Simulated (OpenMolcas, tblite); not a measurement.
# GeN2H4 (SMILES [NH2][Ge][NH2]): the energy, rung by rung

GeN2H4: 7 atoms, total charge 0, spin state singlet. SMILES: `[NH2][Ge][NH2]`. Geometry: relaxed at PBE0-D4/def2-TZVP. This is one conformer, not always the lowest.

```xyz
7

N    -1.1797    0.0921   -0.6839
Ge   -0.0697   -1.2376   -0.1025
N     1.1947   -0.1650    0.6650
H    -2.0299   -0.1240   -1.1764
H    -1.0478    1.0847   -0.5666
H     1.1916    0.8425    0.7022
H     2.0020   -0.5607    1.1165
```

Quantity: the energy change with the N3–H6 bond stretched from 1.008 to 1.512 Å, in eV. The values are calculated.

| level | kind | program | value (eV) | less CCSD(T)/def2-SVPD | CPU time (all runs) |
| --- | --- | --- | --- | --- | --- |
| GFN2-xTB | semi-empirical | tblite | 1.87 | -0.31 | under 2 s |
| HF/def2-SVPD (unrestricted) | Hartree–Fock | OpenMolcas | 2.71 | +0.53 | 32 s |
| SVWN5/def2-SVPD (restricted) | LDA | OpenMolcas | 2.06 | -0.12 | 42 s |
| PBE/def2-SVPD (restricted) | GGA | OpenMolcas | 2.05 | -0.13 | 59 s |
| M06-L/def2-SVPD (restricted) | meta-GGA | OpenMolcas | 2.25 | +0.07 | 78 s |
| TPSS/def2-SVPD (restricted) | meta-GGA | OpenMolcas | 2.07 | -0.11 | 80 s |
| PBE0/def2-SVPD (restricted) | global hybrid | OpenMolcas | 2.30 | +0.12 | 56 s |
| B2PLYP/def2-SVPD (restricted) | double hybrid | OpenMolcas | 2.24 | +0.06 | 47 s |
| MP2/def2-SVPD (restricted) | perturbation theory | OpenMolcas | 2.29 | +0.11 | 21 s |
| CCSD(T)/def2-SVPD (Cholesky decomposition) (restricted) | coupled cluster or CI | OpenMolcas | 2.18 | 0.00 | 9.2 min |

CCSD(T)/def2-SVPD (Cholesky decomposition) (restricted) is the highest level here, not the true value. All-electron rows without a relativistic Hamiltonian named are non-relativistic. The first shape isn't each level's own minimum. The values span 1.87 to 2.71 eV. In the correlated wave-function rows the outer d shell of Ge is correlated, in sets not made for it. CPU times are rough (shared hosts, several kinds of processor and program).

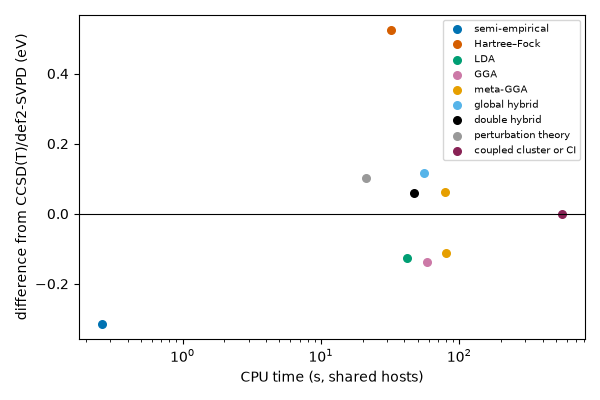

Difference from CCSD(T)/def2-SVPD against processor time, one point a level.
